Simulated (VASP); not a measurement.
Given:

```
TaSe2
1.0
    1.69677     0.97963     6.33513
   -1.69677     0.97963     6.33513
    0.00000    -1.95926     6.33513
Ta Se
1 2
Direct
  0.00000   0.00000   0.00000
  0.24578   0.24578   0.24578
  0.75422   0.75422   0.75422
```

Computed with LDA (Ceperley-Alder, Perdew-Zunger), VASP's LDA PAW potentials (set 64) (plane waves; VASP). Run with 400 eV cut-off, 12×12×12 Γ-centred mesh, tetrahedra with Blöchl corrections, potentials Ta_pv Se.

Unless said otherwise, spin-orbit coupling is left out, though it shifts the bands of the heavy elements here.

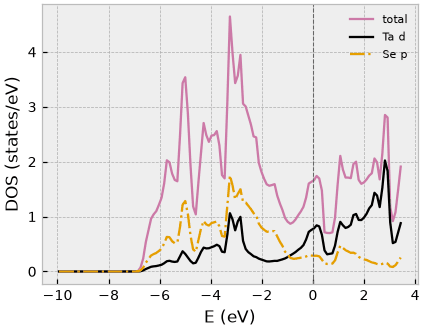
*Total and projected density of states, zero at the Fermi level*

Within 2 eV below the Fermi level the largest weight inside VASP's projection spheres is Se p, then Ta d.

It has no gap at this level: it comes out as a metal or semimetal.

The structure comes from a computed database's TaSe2 entry (R-3m); how it stands against other phases isn't given here. It was relaxed first, which changed the volume by -11 %. The electron count is odd and the run is not spin-polarised, which forces a metal.
